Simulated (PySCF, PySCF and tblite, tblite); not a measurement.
**C3H9NOSi: a path driven as rotation about a bond, and NMR exchange**

How fast is rotation about a bond in C3H9NOSi (`C[C@@H](O)/C=N/[SiH3]`), and when do the exchanging lines merge?

Programs: PySCF 2.14.0 with density-fitted response routines of our own, and tblite 0.8.0. All values are computed, except where a source is named. Atoms count from 0 throughout.

## (1) The starting structure

15 atoms, charge 0, multiplicity 1; geometry from: force field or distance geometry start.

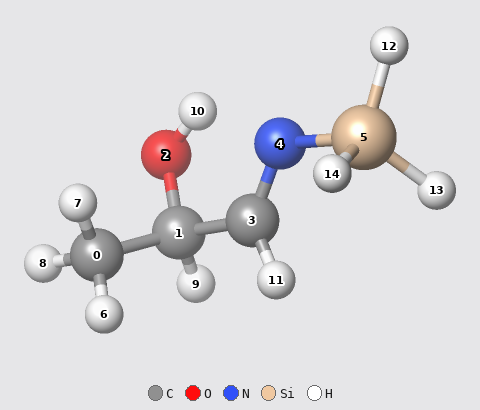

The starting geometry (carbon grey, oxygen red, nitrogen blue, silicon light orange, hydrogen white), atoms numbered.

## (2) GFN2-xTB relaxation, start minimum

Job settings and geometry (Å):

```
{"job": {"xc": "GFN2-xTB", "basis": "xTB", "kind": "relax"}, "charge": 0, "multiplicity": 1}
C     -2.028900    -0.758900     0.401700
C     -1.292600     0.240700    -0.475400
O     -1.486400     1.546100     0.038400
C      0.199800    -0.083400    -0.473300
N      1.014900     0.675600     0.189900
Si     2.687700     0.208700     0.126400
H     -1.898700    -1.778700     0.042700
H     -1.686000    -0.702100     1.445900
H     -3.103100    -0.529700     0.413300
H     -1.653600     0.192200    -1.493000
H     -0.646500     1.788600     0.458900
H      0.493800    -1.004800    -1.019400
H      3.489100     1.183800     0.914400
H      3.112200     0.174600    -1.295300
H      2.793800    -1.144700     0.703000
```

Launch:

```bash
$ OMP_NUM_THREADS=1 python ens_run.py task.json out
```

This one command runs the whole study; its stages follow in the order run.

Log:

```text
step      E/eV     max force
  0    -536.42493    2.695
  1    -536.50529    2.058
  2    -536.54010    0.542
  3    -536.55144    0.403
  4    -536.56218    0.343
  5    -536.56701    0.352
  6    -536.57974    0.276
  7    -536.59152    0.400
  8    -536.60359    0.374
  9    -536.61267    0.222
 10    -536.62073    0.239
 11    -536.62719    0.251
 12    -536.63365    0.191
 13    -536.63917    0.158
 14    -536.64308    0.138
 15    -536.64596    0.151
 16    -536.64851    0.122
 17    -536.65062    0.131
 18    -536.65237    0.129
 19    -536.65392    0.098
 20    -536.65546    0.098
 21    -536.65723    0.093
 22    -536.65923    0.111
 23    -536.66120    0.108
 24    -536.66283    0.125
 25    -536.66424    0.098
 26    -536.66579    0.112
 27    -536.66774    0.151
 28    -536.66987    0.138
 29    -536.67161    0.086
 30    -536.67270    0.074
 31    -536.67341    0.071
 32    -536.67399    0.054
 33    -536.67445    0.046
 34    -536.67482    0.041
 35    -536.67513    0.042
 36    -536.67540    0.044
 37    -536.67561    0.040
 38    -536.67579    0.034
 39    -536.67599    0.038
 40    -536.67625    0.046
 41    -536.67656    0.051
 42    -536.67688    0.044
 43    -536.67718    0.047
 44    -536.67747    0.051
 45    -536.67779    0.071
 46    -536.67811    0.063
 47    -536.67835    0.038
 48    -536.67853    0.035
 49    -536.67871    0.042
 50    -536.67893    0.059
 51    -536.67917    0.053
 52    -536.67938    0.032
 53    -536.67956    0.037
 54    -536.67976    0.043
 55    -536.68004    0.059
 56    -536.68042    0.053
 57    -536.68082    0.044
 58    -536.68115    0.043
 59    -536.68147    0.053
 60    -536.68188    0.067
 61    -536.68239    0.069
 62    -536.68293    0.074
 63    -536.68347    0.073
 64    -536.68410    0.064
 65    -536.68480    0.095
 66    -536.68558    0.079
 67    -536.68624    0.048
 68    -536.68660    0.037
 69    -536.68677    0.034
 70    -536.68703    0.038
 71    -536.68738    0.048
 72    -536.68779    0.060
 73    -536.68820    0.057
 74    -536.68864    0.057
 75    -536.68913    0.057
 76    -536.68993    0.080
 77    -536.69127    0.108
 78    -536.69313    0.137
 79    -536.69504    0.133
 80    -536.69631    0.131
 81    -536.69768    0.160
 82    -536.69924    0.097
 83    -536.70237    0.108
 84    -536.70362    0.110
 85    -536.70486    0.148
 86    -536.70622    0.104
 87    -536.70726    0.087
 88    -536.70977    0.107
 89    -536.71118    0.157
 90    -536.71227    0.123
 91    -536.71399    0.096
 92    -536.71487    0.083
 93    -536.71634    0.098
 94    -536.71722    0.118
 95    -536.71801    0.069
 96    -536.71868    0.046
 97    -536.71925    0.056
 98    -536.71979    0.063
 99    -536.72032    0.065
100    -536.72099    0.062
101    -536.72181    0.058
102    -536.72282    0.090
103    -536.72369    0.065
104    -536.72450    0.064
105    -536.72518    0.065
106    -536.72578    0.052
107    -536.72630    0.046
108    -536.72664    0.035
109    -536.72694    0.037
110    -536.72731    0.047
111    -536.72780    0.048
112    -536.72832    0.058
113    -536.72878    0.062
114    -536.72921    0.046
115    -536.72961    0.043
116    -536.73005    0.033
117    -536.73030    0.047
118    -536.73054    0.050
119    -536.73077    0.041
120    -536.73101    0.031
121    -536.73126    0.026
122    -536.73141    0.024
123    -536.73153    0.021
124    -536.73164    0.022
125    -536.73175    0.025
126    -536.73188    0.033
127    -536.73204    0.039
128    -536.73221    0.036
129    -536.73237    0.030
130    -536.73254    0.040
131    -536.73272    0.049
132    -536.73298    0.052
133    -536.73334    0.048
134    -536.73380    0.048
135    -536.73428    0.051
136    -536.73472    0.045
137    -536.73510    0.047
138    -536.73541    0.044
139    -536.73567    0.044
140    -536.73593    0.043
141    -536.73620    0.042
142    -536.73646    0.047
143    -536.73669    0.040
144    -536.73685    0.031
145    -536.73697    0.032
146    -536.73709    0.025
147    -536.73715    0.015
148    -536.73718    0.011
149    -536.73721    0.016
150    -536.73724    0.019
151    -536.73728    0.018
152    -536.73731    0.011
153    -536.73733    0.011
154    -536.73734    0.007
155    -536.73734    0.005
156    -536.73735    0.004
157    -536.73735    0.004
158    -536.73735    0.003
```

Run time: 0.61 s. Hardware: 1 thread of INTEL XEON PLATINUM 8581C at 2.30GHz, shared host.

Gain 0.312 eV; displacement 0.56 Å root mean square.

## (3) Relaxed scan, rotation

Job settings and geometry (Å):

```
{"job": {"xc": "GFN2-xTB", "basis": "xTB", "coordinate": [["t", [1, 3, 4, 5], 0.5], ["t", [11, 3, 4, 5], 0.5]], "kind": "drive"}, "charge": 0, "multiplicity": 1}
C     -2.121002    -0.617439     0.523900
C     -1.274662     0.147702    -0.507546
O     -1.319747     1.528010    -0.277256
C      0.137557    -0.363713    -0.455021
N      1.064839     0.401352    -0.109284
Si     2.763705     0.239411     0.112671
H     -2.125605    -1.680550     0.299651
H     -1.715595    -0.460270     1.520620
H     -3.138870    -0.239219     0.498530
H     -1.683401    -0.047983    -1.511461
H     -0.434924     1.779160     0.036284
H      0.263692    -1.423156    -0.705978
H      2.942357     0.617688     1.512154
H      3.311136     1.219263    -0.820853
H      3.326105    -1.092266    -0.138325
```

Log:

```text
point  coordinate     E/eV
  0    104.200     -536.71454
  1    118.900     -536.65753
  2    134.000     -536.58872
  3    149.400     -536.54550
  4    164.500     -536.53909
  5    179.500     -536.53779
  6    194.600     -536.53987
  7    209.400     -536.53356
  8    224.600     -536.53422
  9    240.200     -536.61078
 10    254.900     -536.67041
 11    269.500     -536.69456
```

It took 2.3 s on 1 thread of INTEL XEON PLATINUM 8581C at 2.30GHz, shared host.

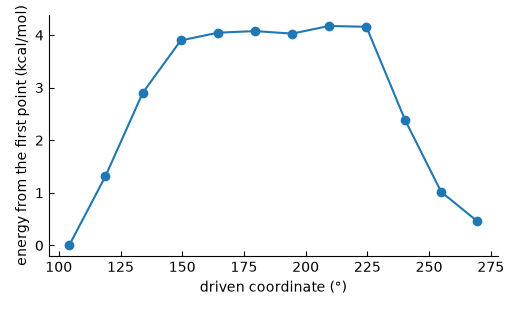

Energy along the scan.

## (4) Nudged elastic band, leg 1

Changed since step 3:

```diff
@@ -1,2 +1,2 @@
-{"job": {"xc": "GFN2-xTB", "basis": "xTB", "coordinate": [["t", [1, 3, 4, 5], 0.5], ["t", [11, 3, 4, 5], 0.5]], "kind": "drive"}, "charge": 0, "multiplicity": 1}
+{"job": {"xc": "GFN2-xTB", "basis": "xTB", "kind": "neb"}, "charge": 0, "multiplicity": 1}
 C     -2.121002    -0.617439     0.523900
```

Log:

```text
image   E - E0 / eV
  0       0.0000
  1       0.0171
  2       0.0365
  3       0.0711
  4       0.2006
  5       0.0507
  6       0.0283
```

Run time: 3.6 s. Hardware: 1 thread of INTEL XEON PLATINUM 8581C at 2.30GHz, shared host; peak memory 0.2 GiB.

The run did not converge, so its numbers are no properties of the molecule.

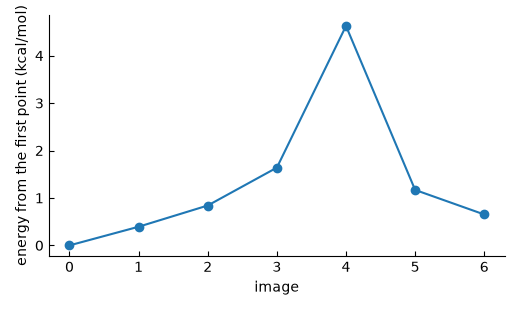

Energy along the band.

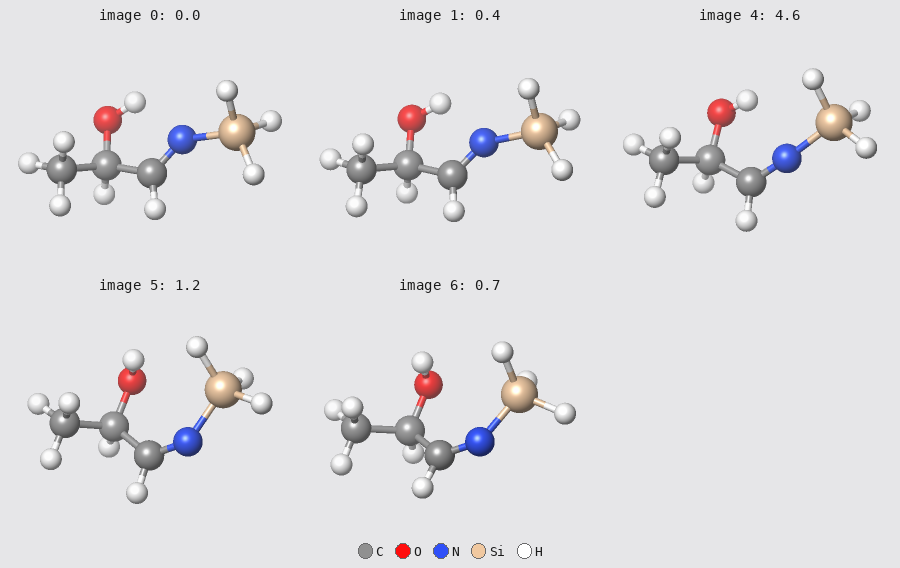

Images along the band, with energies in kcal/mol.

## (5) Saddle search, leg 1

Job settings and geometry (Å):

```
{"job": {"xc": "GFN2-xTB", "basis": "xTB", "kind": "saddle"}, "charge": 0, "multiplicity": 1}
C     -2.119172    -0.560756     0.531752
C     -1.195174     0.142402    -0.478943
O     -0.911541     1.460516    -0.104547
C      0.063148    -0.682246    -0.630834
N      1.177245    -0.288772    -0.261045
Si     2.678123     0.388565     0.116518
H     -2.414532    -1.536250     0.154435
H     -1.620587    -0.685495     1.491201
H     -3.002700     0.053515     0.677361
H     -1.705266     0.184222    -1.451702
H     -0.046897     1.455847     0.333666
H     -0.089478    -1.686700    -1.046580
H      2.580039     0.822522     1.513458
H      2.831678     1.510173    -0.805751
H      3.775114    -0.577545    -0.038988
```

Log:

```text
step      E/eV     max force
  0    -536.53356   0.0678
  1    -536.53739   0.0544
  2    -536.53758   0.1168
  3    -536.53818   0.0223
  4    -536.53855   0.0337
  5    -536.53886   0.0389
  6    -536.53923   0.0203
  7    -536.53935   0.0184
  8    -536.53942   0.0094
  9    -536.53945   0.0045
 10    -536.53945   0.0014
lowest wavenumbers (cm-1): -164.1 51.5 58.7 164.6 188.2 228.6
```

Wall time 2.2 s (1 thread of INTEL XEON PLATINUM 8581C at 2.30GHz, shared host); peak memory 0.2 GiB.

Point group C1; 1 imaginary mode, 164i cm⁻¹, carried by N4, Si5. Steps downhill from it reached both ends.

At the saddle the angle C3–N4–Si5 (177°) is nearly straight.

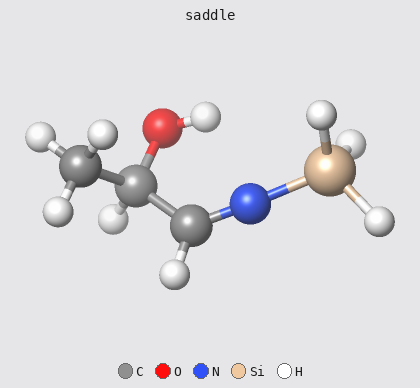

The saddle point.

## (6) DFT refinement, start: B3LYP-D3(BJ)/def2-SVP

Job settings and geometry (Å):

```
{"job": {"xc": "B3LYP", "basis": "def2-SVP", "kind": "refine"}, "charge": 0, "multiplicity": 1}
C     -2.121002    -0.617439     0.523900
C     -1.274662     0.147702    -0.507546
O     -1.319747     1.528010    -0.277256
C      0.137557    -0.363713    -0.455021
N      1.064839     0.401352    -0.109284
Si     2.763705     0.239411     0.112671
H     -2.125605    -1.680550     0.299651
H     -1.715595    -0.460270     1.520620
H     -3.138870    -0.239219     0.498530
H     -1.683401    -0.047983    -1.511461
H     -0.434924     1.779160     0.036284
H      0.263692    -1.423156    -0.705978
H      2.942357     0.617688     1.512154
H      3.311136     1.219263    -0.820853
H      3.326105    -1.092266    -0.138325
```

Log:

```text
step      E/eV     max force
  0    -14665.70444   0.6482
  1    -14665.80025   0.4139
  2    -14665.83535   0.1586
  3    -14665.82866   0.9097
  4    -14665.84034   0.1445
  5    -14665.84355   0.0948
  6    -14665.84457   0.1087
  7    -14665.84490   0.1129
  8    -14665.84511   0.0478
  9    -14665.84522   0.0310
 10    -14665.84528   0.0258
 11    -14665.84530   0.0059
```

Wall time 91 s (1 thread of INTEL XEON PLATINUM 8581C at 2.30GHz, shared host); peak memory 0.63 GiB.

Gain 0.141 eV; displacement 0.16 Å root mean square.

DFT refinement, saddle of leg 1: B3LYP-D3(BJ)/def2-SVP:

Job settings and geometry (Å):

```
{"job": {"xc": "B3LYP", "basis": "def2-SVP", "kind": "refine"}, "charge": 0, "multiplicity": 1}
C     -2.104370    -0.510149     0.555387
C     -1.200806     0.114056    -0.522223
O     -0.919213     1.456446    -0.244195
C      0.059822    -0.715633    -0.620238
N      1.176967    -0.290593    -0.298016
Si     2.663782     0.382153     0.139425
H     -2.367954    -1.529588     0.287556
H     -1.588391    -0.512656     1.513026
H     -3.010378     0.081951     0.649215
H     -1.722201     0.079100    -1.488965
H     -0.035644     1.487076     0.154365
H     -0.093971    -1.747742    -0.959463
H      2.587576     0.463705     1.598312
H      2.769980     1.706136    -0.479609
H      3.784801    -0.464261    -0.284575
```

Log:

```text
step      E/eV     max force
  0    -14665.37955   0.6109
  1    -14665.44077   0.2882
  2    -14665.45185   0.1153
  3    -14665.43558   1.1959
  4    -14665.45256   0.1535
  5    -14665.45416   0.1815
  6    -14665.45494   0.1187
  7    -14665.45254   0.3501
  8    -14665.45531   0.1507
  9    -14665.45784   0.1414
 10    -14665.46052   0.1603
 11    -14665.46128   0.1415
 12    -14665.46372   0.3038
 13    -14665.46176   0.0976
 14    -14665.45984   0.0579
 15    -14665.45758   0.1033
 16    -14665.45949   0.1081
 17    -14665.45983   0.0605
 18    -14665.45989   0.0651
 19    -14665.45993   0.0628
 20    -14665.45969   0.0492
 21    -14665.45945   0.0599
 22    -14665.45944   0.0492
 23    -14665.45910   0.0474
 24    -14665.45903   0.0497
```

Run time: 3.1 min. Hardware: 1 thread of INTEL XEON PLATINUM 8581C at 2.30GHz, shared host; peak memory 0.62 GiB.

Why it failed: The run ended before it met its thresholds. Numbers from the part that failed are no properties of the molecule.

## (7) Shieldings, start: PBE0/pcSseg-1

Job settings and geometry (Å):

```
{"job": {"kind": "nmr", "xc": "PBE0", "basis": "pcSseg-1", "pop": false}, "charge": 0, "multiplicity": 1}
C     -2.121002    -0.617439     0.523900
C     -1.274662     0.147702    -0.507546
O     -1.319747     1.528010    -0.277256
C      0.137557    -0.363713    -0.455021
N      1.064839     0.401352    -0.109284
Si     2.763705     0.239411     0.112671
H     -2.125605    -1.680550     0.299651
H     -1.715595    -0.460270     1.520620
H     -3.138870    -0.239219     0.498530
H     -1.683401    -0.047983    -1.511461
H     -0.434924     1.779160     0.036284
H      0.263692    -1.423156    -0.705978
H      2.942357     0.617688     1.512154
H      3.311136     1.219263    -0.820853
H      3.326105    -1.092266    -0.138325
```

Log:

```text
coarse grid: 12616 points
cycle   1  E = -538.5979978200  dE =  6.084e-01  |g| = 7.064e-01  |ddm| = 3.347e+00
cycle   2  E = -538.4660122495  dE =  1.320e-01  |g| = 1.089e+00  |ddm| = 1.588e+00
cycle   3  E = -538.6914134627  dE = -2.254e-01  |g| = 1.352e-01  |ddm| = 1.103e+00
cycle   4  E = -538.6949537333  dE = -3.540e-03  |g| = 5.900e-02  |ddm| = 1.382e-01
cycle   5  E = -538.6956519895  dE = -6.983e-04  |g| = 1.620e-02  |ddm| = 5.204e-02
cycle   6  E = -538.6957033633  dE = -5.137e-05  |g| = 3.560e-03  |ddm| = 1.529e-02
cycle   7  E = -538.6957061322  dE = -2.769e-06  |g| = 3.864e-04  |ddm| = 3.662e-03
final grid: 116104 points
cycle   8  E = -538.7388747342  dE = -2.530e-05  |g| = 9.278e-03  |ddm| = 2.210e-02
cycle   9  E = -538.7388594099  dE =  1.532e-05  |g| = 1.293e-02  |ddm| = 1.669e-02
cycle  10  E = -538.7388924182  dE = -3.301e-05  |g| = 8.853e-04  |ddm| = 1.004e-02
cycle  11  E = -538.7388925702  dE = -1.520e-07  |g| = 1.743e-04  |ddm| = 8.372e-04
cycle  12  E = -538.7388925763  dE = -6.070e-09  |g| = 6.012e-05  |ddm| = 1.898e-04
cycle  13  E = -538.7388925768  dE = -5.082e-10  |g| = 3.947e-05  |ddm| = 7.975e-05
cycle  14  E = -538.7388925771  dE = -3.232e-10  |g| = 3.973e-06  |ddm| = 3.020e-05
converged SCF energy = -538.7388925771

GIAO shielding tensors (ppm)
atom      isotropic    diamagn.    paramagn.     s11        s22        s33       span
  0 C      164.093     248.767     -84.674    146.024    161.549    184.706     38.682
  1 C      111.813     246.065    -134.252     79.111    116.545    139.783     60.672
  2 O      301.396     391.868     -90.473    270.665    312.936    320.586     49.921
  3 C        0.631     254.266    -253.635   -101.212     -9.279    112.383    213.595
  4 N      -68.533     330.204    -398.737   -386.833   -117.653    298.887    685.720
  5 Si     405.096     880.590    -475.494    355.325    396.668    463.295    107.969
  6 H       30.618      30.015       0.603     26.889     28.126     36.838      9.949
  7 H       30.948      30.492       0.455     27.446     29.585     35.812      8.366
  8 H       29.900      28.433       1.467     26.308     27.797     35.595      9.286
  9 H       27.322      30.038      -2.716     22.341     27.450     32.176      9.835
 10 H       27.723      33.836      -6.113     16.747     25.525     40.897     24.150
 11 H       23.009      32.370      -9.361     21.606     22.782     24.641      3.035
 12 H       26.674      29.467      -2.794     23.678     25.717     30.626      6.948
 13 H       26.608      29.035      -2.427     23.592     25.566     30.667      7.075
 14 H       26.754      29.130      -2.376     23.872     25.111     31.278      7.406
```

Wall time 11 s (1 thread of INTEL XEON PLATINUM 8581C at 2.30GHz, shared host); peak memory 0.76 GiB.

In short: HOMO -7.46 eV, LUMO -0.78 eV; dipole 2.58 D.

## (8) Shieldings, saddle of leg 1: PBE0/pcSseg-1

Job settings and geometry (Å):

```
{"job": {"kind": "nmr", "xc": "PBE0", "basis": "pcSseg-1", "pop": false}, "charge": 0, "multiplicity": 1}
C     -2.104370    -0.510149     0.555387
C     -1.200806     0.114056    -0.522223
O     -0.919213     1.456446    -0.244195
C      0.059822    -0.715633    -0.620238
N      1.176967    -0.290593    -0.298016
Si     2.663782     0.382153     0.139425
H     -2.367954    -1.529588     0.287556
H     -1.588391    -0.512656     1.513026
H     -3.010378     0.081951     0.649215
H     -1.722201     0.079100    -1.488965
H     -0.035644     1.487076     0.154365
H     -0.093971    -1.747742    -0.959463
H      2.587576     0.463705     1.598312
H      2.769980     1.706136    -0.479609
H      3.784801    -0.464261    -0.284575
```

Log:

```text
coarse grid: 12616 points
cycle   1  E = -538.5833226851  dE =  6.428e-01  |g| = 7.133e-01  |ddm| = 3.351e+00
cycle   2  E = -538.4559142727  dE =  1.274e-01  |g| = 1.085e+00  |ddm| = 1.424e+00
cycle   3  E = -538.6773227230  dE = -2.214e-01  |g| = 1.392e-01  |ddm| = 9.741e-01
cycle   4  E = -538.6812523088  dE = -3.930e-03  |g| = 5.484e-02  |ddm| = 1.438e-01
cycle   5  E = -538.6818496909  dE = -5.974e-04  |g| = 1.585e-02  |ddm| = 4.922e-02
cycle   6  E = -538.6818977477  dE = -4.806e-05  |g| = 3.558e-03  |ddm| = 1.470e-02
cycle   7  E = -538.6819005112  dE = -2.764e-06  |g| = 3.923e-04  |ddm| = 3.601e-03
final grid: 116104 points
cycle   8  E = -538.7256355636  dE = -2.542e-05  |g| = 9.395e-03  |ddm| = 2.280e-02
cycle   9  E = -538.7256192976  dE =  1.627e-05  |g| = 1.322e-02  |ddm| = 1.689e-02
cycle  10  E = -538.7256534282  dE = -3.413e-05  |g| = 8.770e-04  |ddm| = 1.001e-02
cycle  11  E = -538.7256535793  dE = -1.512e-07  |g| = 1.936e-04  |ddm| = 8.227e-04
cycle  12  E = -538.7256535860  dE = -6.703e-09  |g| = 9.634e-05  |ddm| = 2.373e-04
cycle  13  E = -538.7256535879  dE = -1.843e-09  |g| = 3.717e-05  |ddm| = 1.048e-04
cycle  14  E = -538.7256535882  dE = -2.756e-10  |g| = 3.737e-06  |ddm| = 2.515e-05
converged SCF energy = -538.7256535882

GIAO shielding tensors (ppm)
atom      isotropic    diamagn.    paramagn.     s11        s22        s33       span
  0 C      164.737     249.008     -84.270    147.914    161.416    184.882     36.968
  1 C      110.485     246.151    -135.667     76.876    114.715    139.864     62.988
  2 O      303.442     392.507     -89.065    267.065    319.358    323.905     56.840
  3 C        6.389     254.940    -248.551    -85.145     -8.685    112.998    198.143
  4 N      -73.281     332.317    -405.598   -476.227    -95.571    351.955    828.181
  5 Si     429.473     880.821    -451.349    388.793    428.462    471.163     82.369
  6 H       30.498      29.752       0.747     26.821     27.897     36.777      9.956
  7 H       31.038      30.828       0.210     27.338     29.945     35.830      8.491
  8 H       30.014      28.768       1.246     26.520     27.832     35.689      9.169
  9 H       27.374      30.281      -2.907     22.277     27.829     32.017      9.740
 10 H       29.390      35.164      -5.774     19.470     26.435     42.266     22.796
 11 H       22.601      30.671      -8.070     20.662     22.202     24.938      4.276
 12 H       26.257      30.060      -3.802     23.338     25.882     29.552      6.213
 13 H       26.054      29.565      -3.511     22.214     26.097     29.853      7.639
 14 H       26.112      28.431      -2.319     22.360     24.894     31.082      8.721
```

It took 15 s on 1 thread of INTEL XEON PLATINUM 8581C at 2.30GHz, shared host; peak memory 0.76 GiB.

In short: HOMO -6.71 eV, LUMO -0.93 eV; dipole 1.56 D.

The fields below are evaluated on a grid from the run's orbitals.

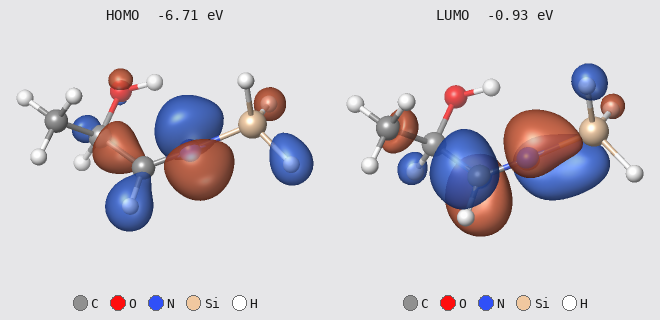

Frontier orbitals at PBE0/pcSseg-1; each surface holds 70 % of the orbital's density, blue and red mark the sign.

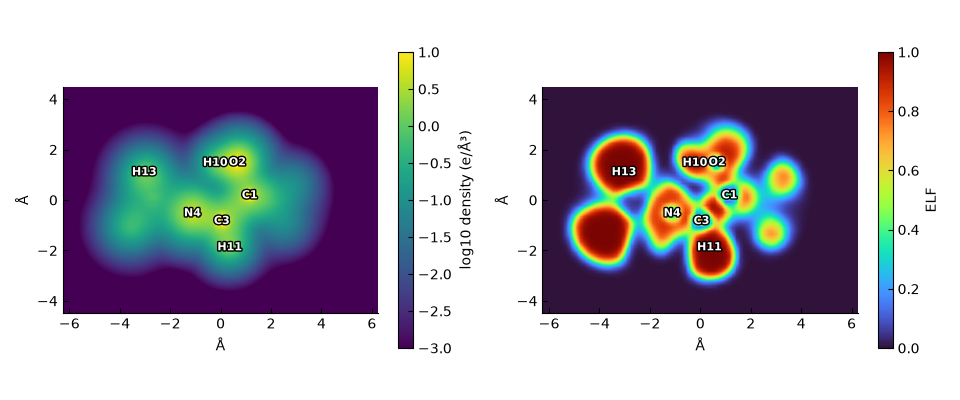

Density (left) and ELF (right) in a plane through or near 7 of the atoms.

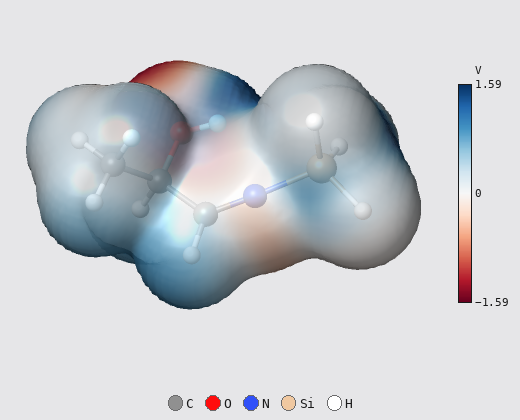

Electrostatic potential on the surface of density 0.002 e/bohr³; red is low, blue high. It runs, from the 1st to the 99th percentile, from -1.59 V near O2 to 1.45 V near H10.

(Part 1 of 2 ends here.)
